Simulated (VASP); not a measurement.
Energy against volume of NiSi2 (fluorite). All values below come from r2SCAN meta-GGA, VASP's PBE PAW potentials (set 64) (plane waves; VASP).

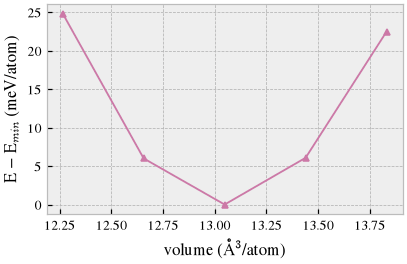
Fig. 1. Energy against volume

**Question.** Estimate the equilibrium volume and the bulk modulus.

**Answer.** The minimum lies near 13.0 Å³/atom, and the curvature gives B0 of about 160 GPa.

Measured: a 5.406 Å (computed value off by -0.3 %), as given by Wikipedia, Nickel silicide. The calculation is for a static lattice, while the measured a holds thermal and zero-point effects, which are part of the difference.

The compound is NiSi2 in the fluorite structure. It was relaxed first. The run is not spin-polarised, so no magnetic state was tried.
